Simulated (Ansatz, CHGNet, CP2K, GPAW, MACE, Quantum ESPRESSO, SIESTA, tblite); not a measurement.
# SIESTA runs on random packing of C68N32 (at. %) (79 atoms), part 2 of 2

How do the settings of SIESTA change the result for random packing of C68N32 (at. %) (79 atoms)? A plane-wave run serves as the yardstick.

Program: SIESTA 5.4.2; the method stands at each step. Banners, paths, timers and routine set-up lines are dropped from the logs unmarked, and long logs keep their key lines alone; longer cuts are marked. The potentials were converted by us to PSML.

So far. Step 3 (PBE, SZ, shift 0.01 Ry, mesh 500 Ry): Against the first run (5.6 %), the force difference from the reference is 72 %, at 0.23 times the CPU time (on 1 against 2 cores), with 316 basis functions against 1027: the smaller basis costs accuracy. Step 4 (PBE, DZ, shift 0.01 Ry, mesh 500 Ry): Against the first run (5.6 %), the force difference from the reference is 31 %, at 0.34 times the CPU time, with 632 basis functions against 1027: the smaller basis costs accuracy.

## Step 5: RPBE, PBE potentials, DZP, shift 0.01 Ry, mesh 500 Ry

Method: Kohn-Sham DFT, RPBE, PseudoDojo 0.4.1 norm-conserving pseudopotentials (converted to PSML), numerical atomic orbitals (DZP), diagonalisation.

File input.fdf:

```
SystemLabel cell
NumberOfAtoms 79
NumberOfSpecies 2
%block ChemicalSpeciesLabel
  1 6 C
  2 7 N
%endblock ChemicalSpeciesLabel
LatticeConstant 1.0 Ang
%block LatticeVectors
  8.88940 0.00000 0.00000
  0.00000 8.88940 0.00000
  0.00000 0.00000 8.88940
%endblock LatticeVectors
PAO.BasisSize DZP
PAO.EnergyShift 0.01 Ry
XC.Functional GGA
XC.Authors RPBE
MeshCutoff 500 Ry
%block kgrid_Monkhorst_Pack
  1 0 0 0.0
  0 1 0 0.0
  0 0 1 0.0
%endblock kgrid_Monkhorst_Pack
SolutionMethod diagon
OccupationFunction FD
ElectronicTemperature 580 K
SCF.Mixer.Method Pulay
SCF.Mixer.Weight 0.05
SCF.Mixer.History 8
SCF.Mix Hamiltonian
MaxSCFIterations 300
SCF.DM.Tolerance 1e-04
SCF.H.Tolerance 1.0e-3 eV
WriteForces T
Write.HirshfeldPop T
Write.VoronoiPop T
Write.DM F
Write.H F
XML.Write F
AtomicCoordinatesFormat Fractional
%block AtomicCoordinatesAndAtomicSpecies
[... 79 atom lines left out: the same atoms as in the first run ...]
%endblock AtomicCoordinatesAndAtomicSpecies
```

Started as:

```bash
$ OMP_NUM_THREADS=1 mpirun -np 2 siesta < input.fdf > output.txt
```

The log of the run:

```text
Version         : 5.4.2
reinit: System Name:
reinit: System Label: cell
initatom: Reading input for the pseudopotentials and atomic orbitals ----------
Species number:   1 Atomic number:    6 Label: C
Species number:   2 Atomic number:    7 Label: N
Ground state valence configuration (from tables):   2s02  2p02  3d00  4f00
Ground state valence configuration (from tables):   2s02  2p03  3d00  4f00
---- Processing specs for species: C
GGA--PBE XC_GGA_X_PBE--XC_GGA_C_PBE pb
---- Processing specs for species: N
GGA--PBE XC_GGA_X_PBE--XC_GGA_C_PBE pb
[... lines left out ...]
stepf: Fermi-Dirac step function
        iscf     Eharris(eV)        E_KS(eV)     FreeEng(eV)     dDmax    Ef(eV) dHmax(eV)
[... lines left out ...]
SCF Convergence by DM+H criterion
[... lines left out ...]
SCF cycle converged after 23 iterations
[... lines left out ...]
   Max    5.143563
[... lines left out ...]
   Max    5.143563    constrained
Stress tensor Voigt[x,y,z,yz,xz,xy] (kbar):      161.07      251.83      180.99      -11.12      -15.74       -1.50
[... lines left out ...]
siesta: FreeEng =    -15622.178056
[... lines left out ...]
siesta:       Ion-ion =   -9086.921027
siesta:         Total =  -15621.826417
siesta:         Fermi =      -4.431176
siesta: Stress tensor (static) (eV/Ang**3):
siesta:     0.100533   -0.000935   -0.009823
siesta:    -0.000935    0.157183   -0.006941
siesta:    -0.009823   -0.006941    0.112968
siesta: Cell volume =        702.453121 Ang**3
siesta: Pressure (static):
siesta:                Solid            Molecule  Units
siesta:          -0.00134575         -0.00089967  Ry/Bohr**3
siesta:          -0.12356114         -0.08260432  eV/Ang**3
siesta:        -197.96677599       -132.34671448  kBar
    Orbital volume contribution        =          26.946635 eV
    (Free)E + p_basis*V_orbitals       =      -15595.231421 eV
    (Free)Eharris+ p_basis*V_orbitals  =      -15595.231425 eV
Hirshfeld Atomic Populations:
Atom #   charge [q] valence [e]  Species
     1     0.003029    3.996971  C
     2    -0.006444    4.006444  C
     3     0.000137    3.999863  C
[...]
55     0.015207    4.984793  N
    56    -0.062824    5.062824  N
    57    -0.017037    5.017037  N
[...]
--------------------
 Total    -0.000034
Voronoi Atomic Populations:
Atom #   charge [q] valence [e]  Species
[...]
53     0.045628    3.954372  C
    54     0.016182    3.983818  C
[...]
78    -0.051928    5.051928  N
    79    -0.006193    5.006193  N
--------------------
 Total    -0.000034
```

Run time: 3.1 min. Hardware: 2 MPI ranks of Arm Neoverse V2, shared host; peak memory 1.6 GiB.

Numbers from this run, and their distance from the reference:

```yaml
r_m_s_force_component: 1.951 eV/Å
r_m_s_difference_of_force_components: 93.36 meV/Å
longest_difference_of_force_vectors: 365.5 meV/Å
force_difference_over_r_m_s_force: 4.77 %
slope_of_forces_against_the_reference_s: 0.9956
correlation_of_force_components: 0.9989
pressure: -19.8 GPa
pressure_difference: 4.094 GPa
```

Against the first run (5.6 %), the force difference from the reference is 4.8 %, at 0.99 times the CPU time; another functional landing nearer a PBE reference means that errors partly cancel.

## Step 6: Another try, on a changed input

Changes to input.fdf since step 5:

```diff
@@ -13,6 +13,6 @@
 %endblock LatticeVectors
-PAO.BasisSize DZP
+PAO.BasisSize QZ3P
 PAO.EnergyShift 0.01 Ry
 XC.Functional GGA
-XC.Authors RPBE
+XC.Authors PBE
 MeshCutoff 500 Ry
@@ -30,3 +30,3 @@
 SCF.Mix Hamiltonian
-MaxSCFIterations 300
+MaxSCFIterations 60
 SCF.DM.Tolerance 1e-04
```

The log of the run:

```text
Version         : 5.4.2
reinit: System Name:
reinit: System Label: cell
initatom: Reading input for the pseudopotentials and atomic orbitals ----------
Species number:   1 Atomic number:    6 Label: C
Species number:   2 Atomic number:    7 Label: N
size_name: Incorrect basis-size option specified, active options are:
  SZ or MINIMAL
  SZP, SZSP, SZ1P, SZP1
  DZ
  DZP, DZSP, DZP1, DZ1P or STANDARD
  DZDP, DZP2, DZ2P
  TZ
  TZP, TZSP, TZP1, TZ1P
  TZDP, TZP2, TZ2P
  TZTP, TZP3, TZ3P
stopping program
stopping program
Stopping Program from Node:    0
Stopping Program from Node:    0
```

Elapsed: 0.51 s, on 2 MPI ranks; peak memory 0.19 GiB.

The program stopped at the start. The fault in the input: an unknown basis size (basis QZ3P).

## Step 7: All runs compared

Differences are against the plane-wave reference, forces as r.m.s. over components; share is that over the reference's r.m.s. force, slope the least-squares factor from reference forces to these. Total energies of different programs have different zeros and aren't compared.

```csv
run,"Δ force, r.m.s. (meV/Å)",share (%),slope,Δ pressure (GPa),cores,CPU time,memory (GiB)
reference,-,-,-,-,8,24 s,0.85
"SIESTA PBE, DZP, shift 0.01 Ry, mesh 500 Ry",110,5.64,0.981,1.65,2,6.2 min,1.6
"SIESTA PBE, SZ, shift 0.01 Ry, mesh 500 Ry (coarse)",1411,72.1,0.570,23.1,1,86 s,0.65
"SIESTA PBE, DZ, shift 0.01 Ry, mesh 500 Ry (coarse)",615,31.4,0.852,9.95,2,2.1 min,1
"SIESTA RPBE, PBE potentials, DZP, shift 0.01 Ry, mesh 500 Ry",93.4,4.77,0.996,4.09,2,6.2 min,1.6
```

Rows marked coarse were listed beforehand as settings not expected to be converged; some can still land near the reference.

CPU time is summed over cores on a shared host, where runs went side by side, so it is rough. Symmetry, cutoffs, thresholds, outputs and thread counts weren't matched or tuned between programs; memory under MPI is the largest rank's times the ranks.

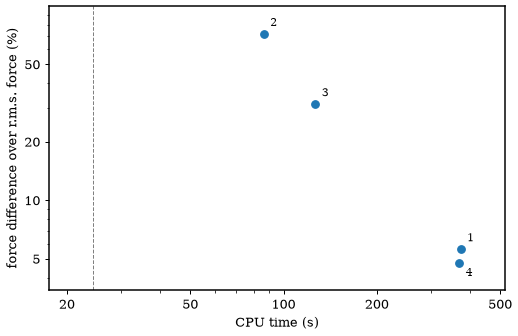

Force difference against CPU time; the dashed line marks the reference's time. Points: 1 SIESTA PBE, DZP, shift 0.01 Ry, mesh 500 Ry; 2 SIESTA PBE, SZ, shift 0.01 Ry, mesh 500 Ry; 3 SIESTA PBE, DZ, shift 0.01 Ry, mesh 500 Ry; 4 SIESTA RPBE, PBE potentials, DZP, shift 0.01 Ry, mesh 500 Ry.

Mean charges by element (e), by run and scheme:

```csv
run,scheme,C,N
reference,Löwdin,+0.07,-0.09
"SIESTA PBE, DZP, shift 0.01 Ry, mesh 500 Ry",Hirshfeld,+0.01,-0.03
"SIESTA RPBE, PBE potentials, DZP, shift 0.01 Ry, mesh 500 Ry",Hirshfeld,+0.01,-0.03
```

The reference's Löwdin charges lack the electrons that the projection spills, 0.022 e an atom on average.

## Step 8: What came out

| Property | Result |
| --- | --- |
| nearest in forces | SIESTA RPBE, PBE potentials, DZP, shift 0.01 Ry, mesh 500 Ry, 4.8 % |
| its CPU time | 6.2 min |

The PBE run in local orbitals, coarse settings apart, differs by 5.6 % (SIESTA PBE, DZP, shift 0.01 Ry, mesh 500 Ry); basis, grid and potentials can all enter. Rows with another functional or a dispersion term differ by 4.8 % (SIESTA RPBE, PBE potentials, DZP, shift 0.01 Ry, mesh 500 Ry), which mixes the change of model with differences of basis and potentials, some of them made for another functional. Runs with settings chosen to be coarse differ by 31 % (SIESTA PBE, DZ, shift 0.01 Ry, mesh 500 Ry) to 72 % (SIESTA PBE, SZ, shift 0.01 Ry, mesh 500 Ry), their programs' other errors included. None of the electronic-structure runs in the table takes under half the reference's CPU time of 24 s; they take 3.6 to 15 times as much. In pressure, SIESTA PBE, SZ, shift 0.01 Ry, mesh 500 Ry misses by +23.1 GPa, at the same functional. Charges hang on scheme and program or settings: among these rows the mean for N runs from -0.09 to -0.03 e. The electron count is odd in these runs, and they have no spin polarisation, so the unpaired electron is spread evenly over both spins. The reference's stress is far from hydrostatic: its diagonal is -20.3, -29.3, -22.1 GPa, compression counted positive. The reference's pressure of -24 GPa says that the cell would shrink at this level of theory. The electron count is odd and the run has no spin polarisation, so levels at the top are partly filled by construction. The electronic-structure runs sample only Γ, in a cell whose shortest periodic width is 9 Å, which is coarse for a cell with partly filled levels.

[Also dropped from logs without a mark: logging warnings of Python, and SIESTA's first energy breakdown and zero terms.]

[Logs are printed without paths, hosts, clocks, repeated set-up lines and the standing remarks that a program may print on its own settings, such as how far it seeks lower states.]

[Hosts, paths, dates, database ids (printed as entryN), source tags and the programs' standing remarks are cut or masked in the printed files.]
